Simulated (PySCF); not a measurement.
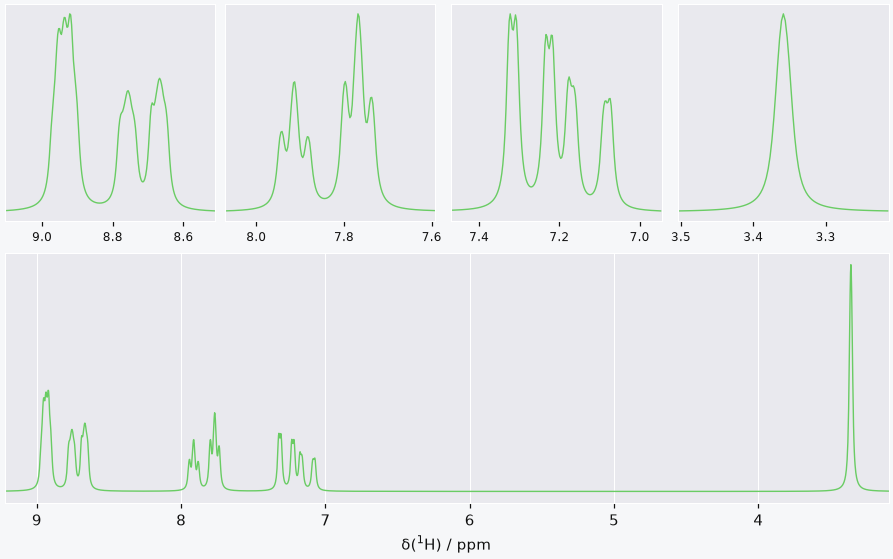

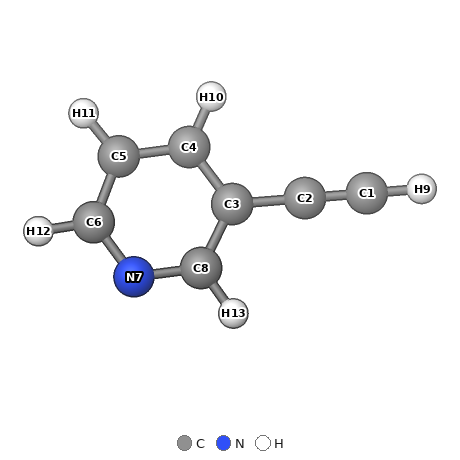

C₇H₅N (3-ethynylpyridine), SMILES C#Cc1cccnc1. Simulated ¹H spectrum at 60 MHz, line width 1.0 Hz, from GIAO shifts (PBE0/pcSseg-1, against TMS) and couplings (B3LYP/pcJ-1), PySCF 2.14.0, at a PBE0-D3(BJ)/def2-SVP geometry (no frequency check). Gas phase, values of one conformer, averaged over methyl-type rotors and exact or near symmetry; couplings among ¹H are treated exactly, other nuclei are left out. The spin-dipole term of J is left out for all pairs. The upper panels enlarge each group of lines, each scaled alone.

Assign the signals.

Answer.
| δ (ppm) | nuclei | atoms |
| --- | --- | --- |
| 8.94 | 1 | H13 |
| 8.71 | 1 | H12 |
| 7.83 | 1 | H10 |
| 7.21 | 1 | H11 |
| 3.36 | 1 | H9 |

Which couplings enter the simulation?

Answer.
| pair | J (Hz) |
| --- | --- |
| H10–H11 | 8.7 |
| H12–H11 | 5.5 |
| H13–H10 | 2.1 |
| H12–H10 | 1.6 |
| H13–H11 | 1.0 |
| H13–H12 | −0.9 |

Not listed: couplings under 0.5 Hz, those between magnetically equivalent nuclei.
